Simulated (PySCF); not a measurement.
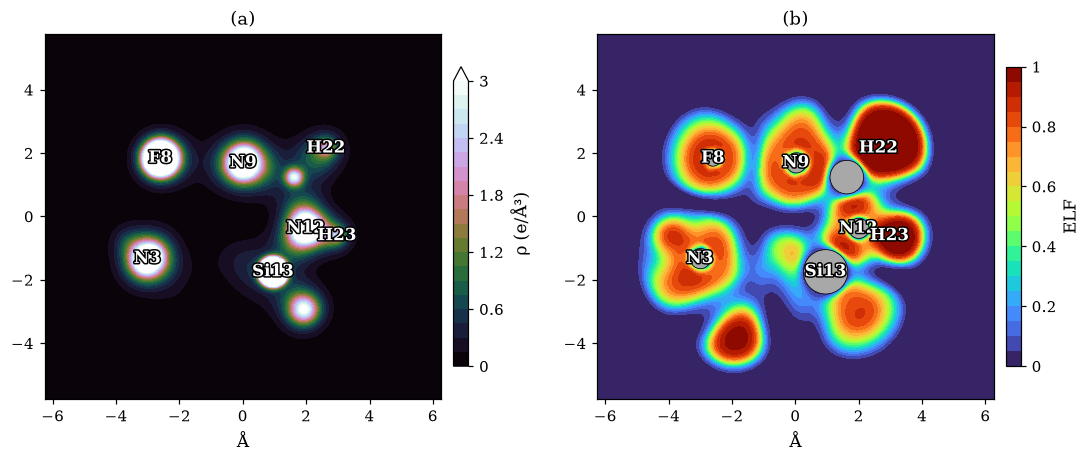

Figure 1: F$_{5}$H$_{10}$N$_{5}$Si$_{5}$. (a) electron density; (b) electron localisation function on the plane of atoms Si13, N12 and H23. Grey discs cover the atomic cores in the ELF map.

Geometry: GFN2-xTB.

Level of theory: PBE0/6-31G*, SCF density, gas phase, non-relativistic (PySCF).

The calculation's input:

```
{"job": {"xc": "PBE0", "basis": "6-31G*", "kind": "nmr", "pop": true}, "charge": 0, "multiplicity": 1}
F      2.724302    -1.184456    -2.188260
Si     2.417313    -0.247069    -0.909166
N      1.672211     1.153497    -1.586118
Si     0.734060     2.336785    -0.768821
F      1.493395     2.681928     0.609673
N     -0.823517     1.783334    -0.275168
Si    -1.884937     0.716635    -1.104690
F     -1.294410     0.541270    -2.594167
N     -1.918825    -0.887094    -0.471594
Si    -2.120313    -1.346757     1.169156
F     -2.778405    -0.046215     1.866204
N     -0.627649    -1.707997     1.944723
Si     0.901249    -0.939934     1.703807
F      1.864662    -1.759384     2.716141
N      1.408648    -1.220567     0.088928
H      3.675040     0.085621    -0.272873
H      1.492906     1.092867    -2.574805
H      0.684827     3.555039    -1.556823
H     -1.107360     2.025596     0.658804
H     -3.213876     1.282746    -1.249939
H     -1.641903    -1.613752    -1.108061
H     -3.059750    -2.438266     1.343782
H     -0.696804    -2.220392     2.808521
H      1.027638     0.443567     2.101184
H      1.060565    -2.062860    -0.341302
```

Launched as:

```sh
OMP_NUM_THREADS=1 python ens_run.py task.json out
```

Q: Describe what can be read from this map.

A:
- The plane passes through N, F, Si and H nuclei.
- Si–N (1.73 Å): ρ at the midpoint is about 1.1 e/Å³; the ELF peaks at about 0.90 between the atoms: a shared but strongly polarised pair.
- N–H (1.01 Å): ρ is about 2.8 e/Å³ halfway; the ELF climbs to about 1 towards the hydrogen, as it does in any bond to H: an ordinary covalent bond to hydrogen.
- The ELF also peaks beside F14, N3, N9 and F8, away from the bonds: lone-pair regions.
